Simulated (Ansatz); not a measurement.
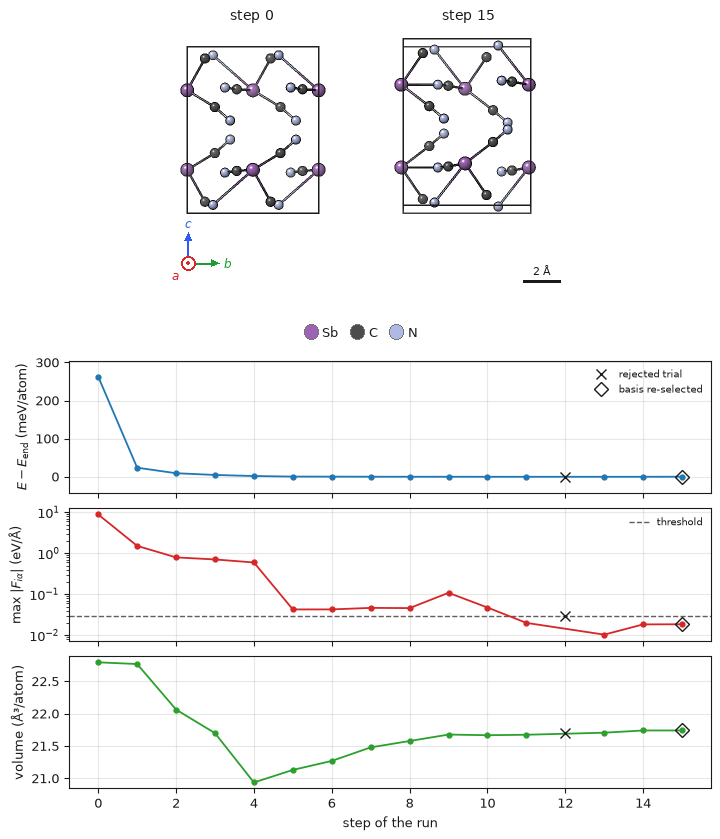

First and last geometry of a relaxation of solid SbC3N3 (a generated structure, set up in C2), with the history of the run. Style: ball-and-stick. Shown: the conventional cell (2 times the calculation's cell), along the a axis. Lengths and directions refer to the drawn axes.

The start is a swapped structure.

These are results of Ansatz, DFT, PAW plane waves, r2SCAN, not measurements.

Input
```yaml
crystal:
  lattice:
    - [4.814497, 3.614802, 0.0]
    - [4.814497, -3.614802, 0.0]
    - [1.815333, 0.0, -9.168101]
  atoms:
    - { symbol: Sb, position: [0.2904, 0.2904, 0.7384] }
    - { symbol: Sb, position: [0.7096, 0.7096, 0.2616] }
    - { symbol: C, position: [0.439, 0.019, 0.638] }
    - { symbol: C, position: [0.981, 0.561, 0.362] }
    - { symbol: "N", position: [0.379, 0.987, 0.051] }
    - { symbol: "N", position: [0.013, 0.621, 0.949] }
    - { symbol: C, position: [0.99, 0.236, 0.745] }
    - { symbol: C, position: [0.764, 0.01, 0.255] }
    - { symbol: "N", position: [0.795, 0.221, 0.755] }
    - { symbol: "N", position: [0.779, 0.205, 0.245] }
    - { symbol: "N", position: [0.515, 0.861, 0.557] }
    - { symbol: "N", position: [0.139, 0.485, 0.443] }
    - { symbol: C, position: [0.348, 0.078, 0.93] }
    - { symbol: C, position: [0.922, 0.652, 0.07] }
  symmetry: { tolerance: 0.0003 }
kpoints:
  mp_grid: { grid: [4, 4, 2], shift: [0, 0, 0] }
magnetization:
  spin_polarized: false
scf:
  occupations: { method: fermi_dirac }
  lower_state_search: "off"
hamiltonian:
  pseudopotentials: { kind: paw }
  xc: r2scan
basis:
  ecutwfc: 500
  fft_grid_basis: typed
relax:
  max_steps: 40
  cell: { p_target: 0.0 }
  f_tol: 0.03
output:
  forces: true
  stress: true
  eigenvalues: true
  populations: true
  elf: true
  write_potential: true
  volumetric_format: npy
  dos:
    e_range: [-12, 8]
    de: 0.05
    projected: { site_lists: { C: [C], "N": ["N"], Sb: [Sb] } }
  bader: false
checkpoint:
  read: saved_state
```

Launched with:
```bash
ansatz run input.yaml --threads 2 --pin off --max-ram 3584MiB --backend cpu --events-out ev --progress --plain --runs-dir out
```

Question: Read the history and describe the run.

Answer: It converged. The largest moves relative to the cell, 0.43 Å, are those of N5 and N6. N6 goes roughly along [−1 3 −2]. By element the largest moves are N 0.43 Å, Sb 0.30 Å, C 0.29 Å. Cell: a 9.629 → 9.416 Å (−2.2 %), b 7.230 → 7.015 Å (−3.0 %), c 9.346 → 9.261 Å (−0.9 %), β 101.2° → 95.7°. Volume −4.6 %. Among the contacts that change: Sb1–N9 2.974 → 2.642 Å, Sb1–C7 1.916 → 2.200 Å, Sb1–N6 2.994 → 2.737 Å, Sb1–C3 1.937 → 2.187 Å. Bond angles that change, for instance: C3–Sb1–C7 91.4° → 85.2°, C7–Sb1–C13 91.3° → 86.0°, Sb1–C13–N5 169.3° → 174.2°. The space group stays C2 (No. 5). The energy falls by 263 meV per atom in 13 accepted moves (15 points after the start). Largest force component: 8.9 eV/Å at the start, 0.019 eV/Å at the end. Pressure: 0.57 GPa at the start and 0.02 GPa at the end. The line search rejected the trial step at point 12 of the run. At 1 point the geometry stayed and the basis and grid were re-selected for the new cell (energy shift of 0.2 meV per atom at most each time).

```
step  E − E(0), meV/atom  largest force component, eV/Å  pressure, GPa  volume, Å³/atom                      note
   0                0.00                         8.8835           0.57           22.794                          
   1             -239.02                         1.5240           0.21           22.767                          
   2             -253.55                         0.7984           0.59           22.064                          
   3             -258.11                         0.7109           0.73           21.699                          
   4             -260.91                         0.5997          -0.54           20.937                          
   5             -262.41                         0.0429           0.10           21.131                          
   6             -262.54                         0.0430          -0.06           21.270                          
   7             -262.74                         0.0468           0.01           21.479                          
   8             -262.81                         0.0463          -0.03           21.578                          
   9             -262.86                         0.1091          -0.11           21.678                          
  10             -262.89                         0.0478          -0.06           21.668                          
  11             -262.91                         0.0202          -0.01           21.675                          
  12             -262.88                         0.0292           0.04           21.705                  rejected
  13             -262.92                         0.0104           0.01           21.706                          
  14             -262.91                         0.0185           0.01           21.741                          
  15             -262.74                         0.0187           0.02           21.741  same geometry, new basis
```
